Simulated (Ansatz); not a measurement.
# Calculations on SnH₆O₂

**1. Relaxation**

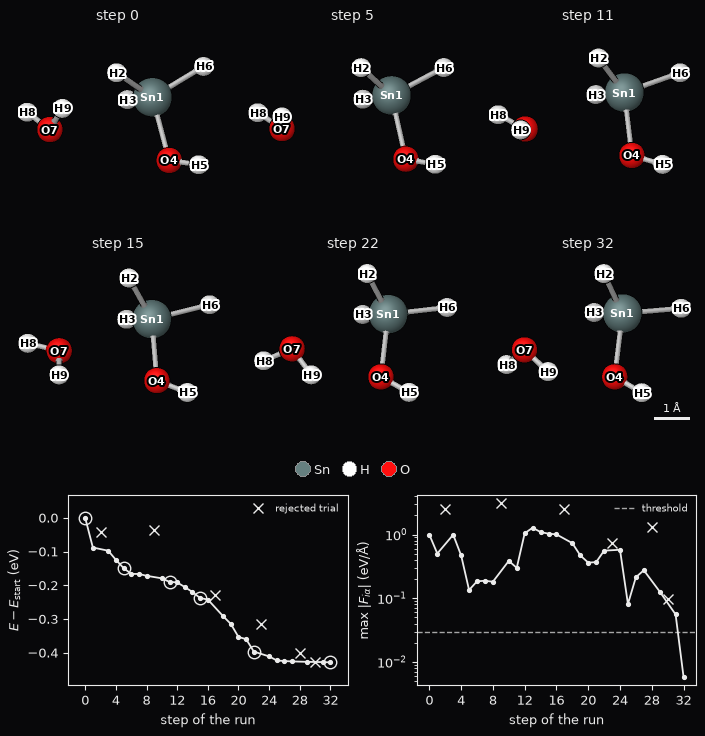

Frames of a relaxation of SnH6O2, marked on the history of the run. A ball-and-stick model, seen at a tilt.

The run prepares an end point of a later path (reaction) calculation, from a guessed geometry.

Computed with Ansatz, RHF/def2-SVP.

The input:
```yaml
crystal:
  periodic: [false, false, false]
  atoms:
    - { symbol: Sn, position_ang: [-0.141, -0.152573, -0.127529] }
    - { symbol: H, position_ang: [-0.125853, -0.002994, 1.597844] }
    - { symbol: H, position_ang: [1.416323, -0.090977, -0.808211] }
    - { symbol: O, position_ang: [-1.236477, 1.296644, -0.882276] }
    - { symbol: H, position_ang: [-2.118615, 1.087414, -1.143929] }
    - { symbol: H, position_ang: [-0.936096, -1.617589, -0.548364] }
    - { symbol: O, position_ang: [1.258298, 2.179862, 1.485665] }
    - { symbol: H, position_ang: [2.134961, 1.960353, 1.76851] }
    - { symbol: H, position_ang: [0.671359, 1.63416, 2.031089] }
basis:
  gaussian: { orbitals: def2-SVP }
hamiltonian:
  xc: hf
relax:
  f_tol: 0.03
  max_steps: 50
```

Launched with:
```bash
ansatz run input.yaml --threads 2 --pin off --max-ram 3072MiB --backend cpu --events-out ev --progress --plain --runs-dir out
```

**Describe the path.**

The atom that moves furthest after the best rigid fit is H9 (1.14 Å). By element the largest moves are H 1.14 Å, O 0.81 Å, Sn 0.34 Å. Some distances before and after: Sn1–O7 3.162 → 3.111 Å, Sn1–H2 1.732 → 1.697 Å, Sn1–O4 1.967 → 1.993 Å, O7–H9 0.969 → 0.953 Å. Among the angles between lasting bonds that change: H2–Sn1–H3 112.8° → 115.0°, O4–Sn1–H6 106.0° → 104.0°. Over 26 accepted moves (32 points after the start) the energy falls by 0.428 eV. The largest force component goes from 0.99 to 0.0058 eV/Å. The line search rejected the trial steps at points 2, 9, 17, 23, 28, 30 of the run. The run took 32 s on 2 threads of Arm Neoverse V2, on a shared host, peak memory 0.16 GiB. From step 0 to 5: H9 moves most (0.53 Å), energy −0.149 eV. From step 5 to 11: H9 moves most (0.38 Å), energy −0.041 eV. From step 11 to 15: H9 moves most (0.57 Å), energy −0.048 eV. From step 15 to 22: H9 moves most (0.53 Å), energy −0.159 eV. From step 22 to 32: H8 moves most (0.34 Å), energy −0.032 eV.

```tsv
step	E − E(0), eV	largest force component, eV/Å	note
0	0.0000	0.9921	
1	-0.0879	0.5038	
2	-0.0429	2.4847	rejected
3	-0.0974	0.9928	
4	-0.1242	0.4705	
5	-0.1486	0.1344	
6	-0.1661	0.1844	
7	-0.1662	0.1880	
8	-0.1717	0.1815	
9	-0.0359	3.0814	rejected
10	-0.1792	0.3855	
11	-0.1897	0.2999	
12	-0.1914	1.0471	
13	-0.2052	1.2782	
15	-0.2376	1.0321	
16	-0.2421	1.0053	
17	-0.2294	2.5446	rejected
18	-0.2916	0.7321	
19	-0.3144	0.4704	
20	-0.3531	0.3619	
22	-0.3964	0.5585	
23	-0.3153	0.7283	rejected
24	-0.4107	0.5766	
25	-0.4227	0.0811	
26	-0.4244	0.2136	
27	-0.4255	0.2749	
29	-0.4269	0.1271	
30	-0.4259	0.0984	rejected
31	-0.4276	0.0556	
32	-0.4283	0.0058
```

Limits of the set-up: Hartree-Fock leaves out electron correlation.

**2. Relaxation**

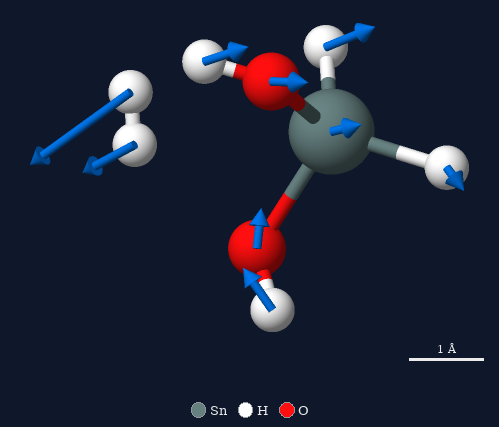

A relaxation of SnH6O2. The starting structure is drawn; blue arrows show the displacements, at their true length. The two geometries are superimposed by the best rigid fit.

A ball-and-stick model, seen at a tilt.

The run prepares an end point of a later path (reaction) calculation, from a guessed geometry.

Level of theory: Ansatz 0.2.0, RHF/def2-SVP.

Input
```yaml
crystal:
  periodic: [false, false, false]
  atoms:
    - { symbol: Sn, position_ang: [0.475933, 0.268332, -0.358523] }
    - { symbol: H, position_ang: [-0.996036, 0.313705, 2.196569] }
    - { symbol: H, position_ang: [1.494322, 0.290693, -1.720633] }
    - { symbol: O, position_ang: [-1.122312, 1.241993, -0.938894] }
    - { symbol: H, position_ang: [-1.809245, 1.415543, -0.313322] }
    - { symbol: H, position_ang: [0.08467, -1.261184, 0.257651] }
    - { symbol: O, position_ang: [1.327868, 1.288769, 1.086367] }
    - { symbol: H, position_ang: [1.898333, 2.003838, 0.848604] }
    - { symbol: H, position_ang: [-0.430633, 0.732611, 2.314982] }
basis:
  gaussian: { orbitals: def2-SVP }
hamiltonian:
  xc: hf
relax:
  f_tol: 0.03
  max_steps: 50
output:
  orbitals: {}
```

Launched with:
```bash
ansatz run input.yaml --threads 2 --pin off --max-ram 3072MiB --backend cpu --events-out ev --progress --plain --runs-dir out
```

### Atoms of which element are displaced furthest, and by how much?

Hydrogen: up to 1.87 Å, against 0.60 Å for oxygen.

### What happened in the run?

The energy falls by 0.175 eV in 23 accepted moves (26 points after the start). The largest force component goes from 1.3 to 0.013 eV/Å. The line search rejected the trial steps at points 6, 17, 25 of the run. The forces were under the threshold at step 15, but the run went on from there. The largest move after the best rigid fit is that of H2, 1.87 Å. By element the largest moves are H 1.87 Å, O 0.60 Å, Sn 0.48 Å. Near-neighbour distances that change, for instance: H2–H9 0.714 → 0.748 Å. Among the angles between lasting bonds that change: H6–Sn1–O7 107.6° → 104.6°, H3–Sn1–O7 108.8° → 110.9°. Groups turn about Sn1–O7 by about 20°. Cost: 26 s on 2 threads of Arm Neoverse V2, with other jobs on the host, peak memory 0.16 GiB.

Limits of the set-up: the start holds two separate molecules, 2.2 Å apart at their closest, whose relative position is a soft coordinate and is computed without a dispersion correction; Hartree-Fock leaves out electron correlation.

**3. Path**

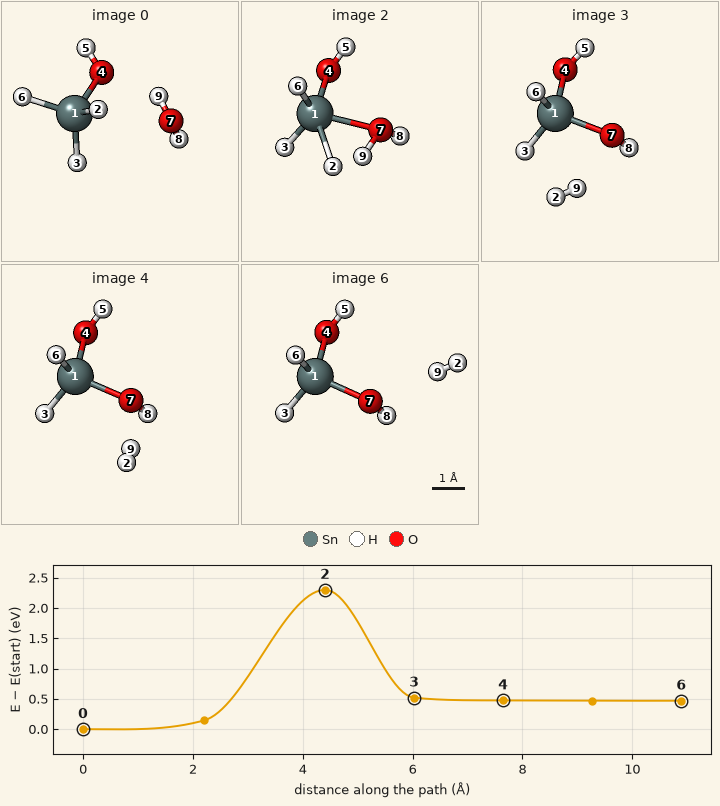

NEB run on SnH6O2. Images are numbered from 0 (start) to 6 (end). Style: ball-and-stick. Shown at a tilt.

These are results of RHF/def2-SVP in Ansatz, not measurements. Set-up: 5 movable images; climbing image; force threshold 0.03 eV/Å; iteration limit 60; starting path through a guess of the saddle point.

### What happens along the path, and what is the barrier?

The highest point, image 2, lies 2.30 eV above the start and 1.83 eV above the end; the end is at +0.47 eV relative to the start. Breaking: O7–H9 (0.95 → 1.18 at the top → 2.66 Å), Sn1–H2 (1.70 → 2.15 at the top → 4.97 Å). Forming: H2–H9 (3.25 → 1.06 at the top → 0.75 Å), Sn1–O7 (3.11 → 2.13 at the top → 1.96 Å). The band is converged. At the top, the vibrational analysis gives one imaginary mode (1818i cm⁻¹), as a transition state must have.

Limits of the set-up: Hartree-Fock leaves out electron correlation.
